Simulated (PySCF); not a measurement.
**C$_{6}$H$_{9}$Br: excited-state calculation**

System: C$_{6}$H$_{9}$Br.
Method: TDDFT PBE0/def2-SVPD, vertical, gas phase, core orbitals frozen in the response (PySCF 2.14.0).

The geometry comes from this level: GFN2-xTB.

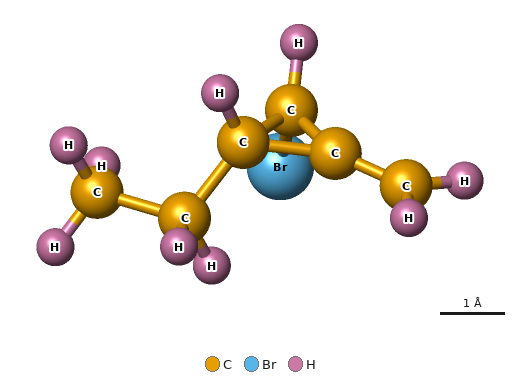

Figure 1. The input geometry (ball-and-stick view, seen at a tilt).

## Key numbers

```csv
quantity,value
outcome,converged
total energy,−2807.099692 hartree
HOMO,−7.48 eV
LUMO,−0.99 eV
dipole moment,1.90 D
mean polarisability,93.79 a.u.
lowest singlet excitation,5.13 eV
hardware,"1 CPU thread, shared host"
wall time,44 s
peak memory,0.99 GiB
```

## Remarks

Spin–orbit coupling is left out, which matters for the heavy atoms.

## Input file
```
{"job": {"kind": "uv", "xc": "PBE0", "basis": "def2-SVPD", "nstates": 6, "ntriplets": 2}, "charge": 0, "multiplicity": 1}
C     -2.512199     1.033050     0.132787
C     -1.472895     0.385898     0.593290
C     -0.933017    -0.870640     1.108524
Br    -0.900306    -2.434476    -0.037624
C     -0.024845     0.313154     0.825684
C      0.941565     0.311161    -0.339559
C      2.239506    -0.404055     0.020231
H     -3.489709     0.579892     0.094628
H     -2.430914     2.048053    -0.220556
H     -1.116941    -1.175818     2.129734
H      0.371690     0.804259     1.710466
H      1.152674     1.346212    -0.619626
H      0.477314    -0.177413    -1.198445
H      2.927246    -0.383657    -0.821112
H      2.043761    -1.443009     0.274642
H      2.719473     0.076333     0.870492
```

The first line tells a small driver script what to run in PySCF; the rest is the geometry in Å.

Launched with:
```bash
OMP_NUM_THREADS=1 python <driver script> task.json out
```

## The program's output
```
coarse grid: 60664 points
cycle   1  E = -2807.0646536527  dE = -2.116e-01  |g| = 3.561e-01  |ddm| = 6.651e+00
cycle   2  E = -2807.0618134593  dE =  2.840e-03  |g| = 3.778e-01  |ddm| = 1.574e+00
cycle   3  E = -2807.0987181594  dE = -3.690e-02  |g| = 5.943e-02  |ddm| = 7.833e-01
cycle   4  E = -2807.0993328209  dE = -6.147e-04  |g| = 3.444e-02  |ddm| = 1.751e-01
cycle   5  E = -2807.0996301044  dE = -2.973e-04  |g| = 8.127e-03  |ddm| = 7.583e-02
cycle   6  E = -2807.0996466287  dE = -1.652e-05  |g| = 2.967e-03  |ddm| = 2.370e-02
cycle   7  E = -2807.0996486769  dE = -2.048e-06  |g| = 4.502e-04  |ddm| = 5.786e-03
final grid: 128672 points
cycle   8  E = -2807.0996917926  dE = -7.722e-08  |g| = 5.585e-04  |ddm| = 1.417e-02
cycle   9  E = -2807.0996917328  dE =  5.988e-08  |g| = 7.526e-04  |ddm| = 2.369e-03
cycle  10  E = -2807.0996918694  dE = -1.366e-07  |g| = 5.170e-05  |ddm| = 1.373e-03
cycle  11  E = -2807.0996918701  dE = -6.785e-10  |g| = 9.007e-06  |ddm| = 1.361e-04
```

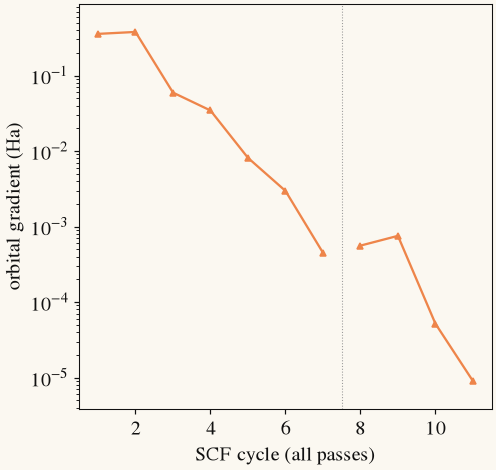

Figure 2. Convergence of the self-consistent field: orbital gradient against the SCF cycle. The dotted line marks the change from a coarse to the final integration grid. The first 7 cycles use a coarse grid, the final grid takes over at cycle 8, and the field converges after 11 cycles in all.

```
converged SCF energy = -2807.0996918701

Static polarisability (au): isotropic 93.794, principal 74.735 95.791 110.857

Singlet excitations
state   eV       nm        f      main configurations
  1   5.1277    241.8   0.01316   H->L 0.88
  2   5.4308    228.3   0.00441   H-1->L 0.91
  3   6.2012    199.9   0.12863   H-2->L 0.61, H-3->L 0.25
  4   6.4780    191.4   0.12903   H-3->L 0.63, H-2->L 0.21
  5   6.7238    184.4   0.00963   H->L+1 0.81
  6   7.1279    173.9   0.00258   H-1->L+1 0.73, H-4->L 0.08

Triplet excitations (Tamm-Dancoff, eV): 4.0760 4.6930
```

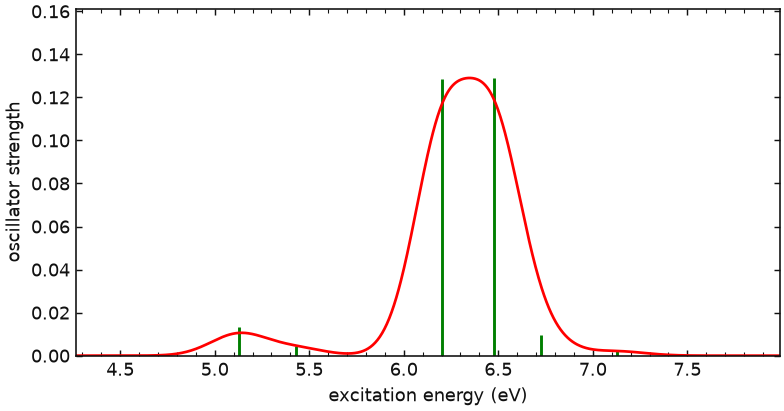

Figure 3. Computed excitations as sticks (degenerate states added up, dark ones marked on the axis), with a Gaussian envelope of 0.35 eV full width at half maximum, scaled to the tallest. Of the 6 states the lowest lies at 5.13 eV (f = 0.013); the strongest line is at 6.48 eV, or 191 nm (f = 0.129).

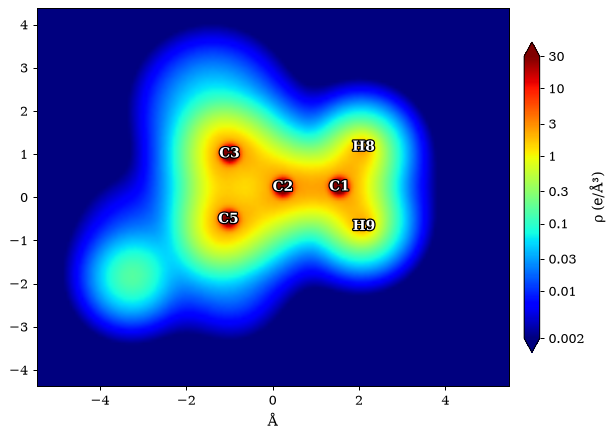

Figure 4. Electron density on the plane of atoms C2, C1 and H9. C–H (1.08 Å): ρ is about 2 e/Å³ halfway. C–C (1.46 Å): ρ is about 1.7 e/Å³ halfway. C–C (1.52 Å): ρ at the midpoint is about 1.6 e/Å³.

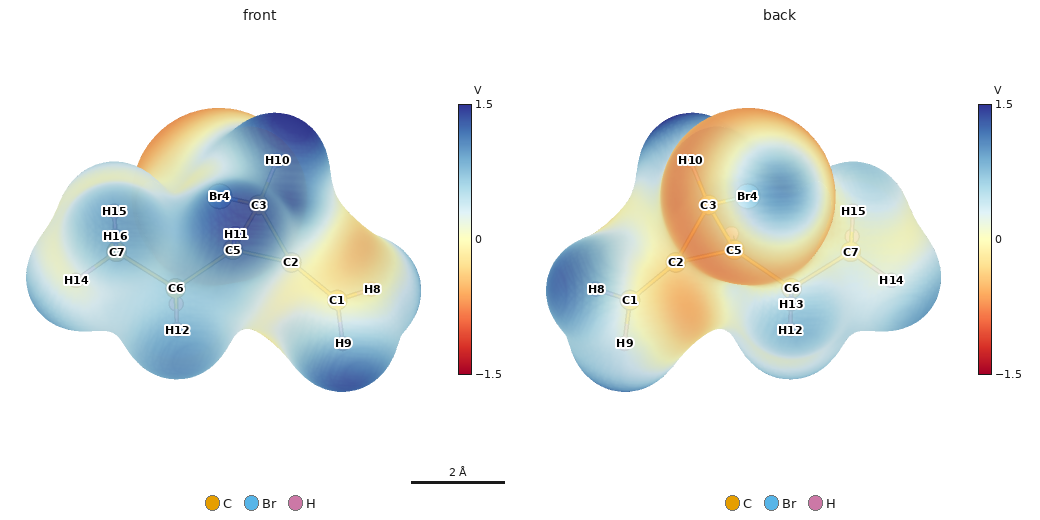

Figure 5. The molecular electrostatic potential painted on the density surface at 0.004 e/bohr³, seen at a tilt and from behind; the colour scale runs from red (negative) to blue (positive).
